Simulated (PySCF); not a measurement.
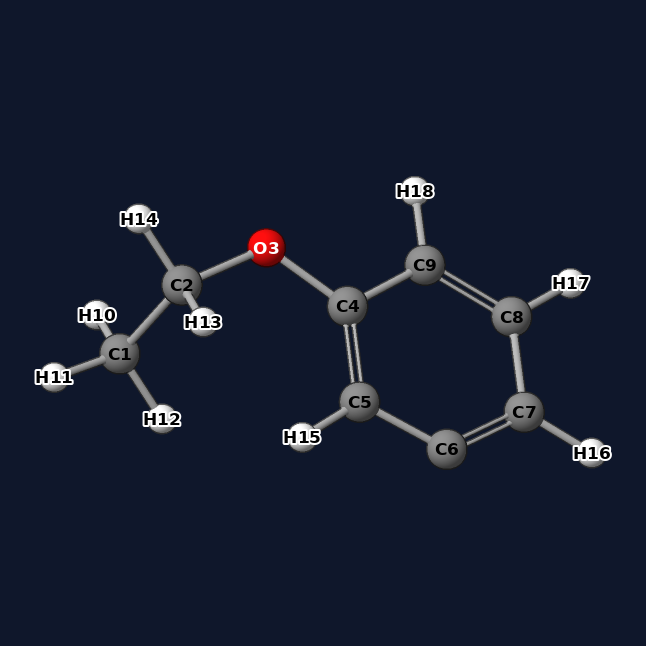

The questions are on Mulliken spin populations. The species is neutral and a spin doublet. The geometry was computed by an optimisation with GFN2-xTB. No frequency run is at hand to confirm it as a minimum. Level of theory: UKS B3LYP, pcH-1 on C H O, non-relativistic (PySCF 2.14.0).

**Which atom carries the largest spin population?**

C6 (1.01 e).

**Which atom has the lowest spin population?**

C5 (−0.08 e); a negative value comes from spin polarisation.

Give the Mulliken spin populations atom by atom.

| atom | value (e) |
| --- | --- |
| C1 | 0.00 |
| C2 | 0.00 |
| O3 | 0.01 |
| C4 | 0.06 |
| C5 | −0.08 |
| C6 | 1.01 |
| C7 | −0.07 |
| C8 | 0.06 |
| C9 | −0.04 |
| H10 | 0.00 |
| H11 | 0.00 |
| H12 | 0.00 |
| H13 | 0.00 |
| H14 | 0.00 |
| H15 | 0.02 |
| H16 | 0.02 |
| H17 | 0.01 |
| H18 | 0.00 |

Mulliken values depend strongly on the basis set.
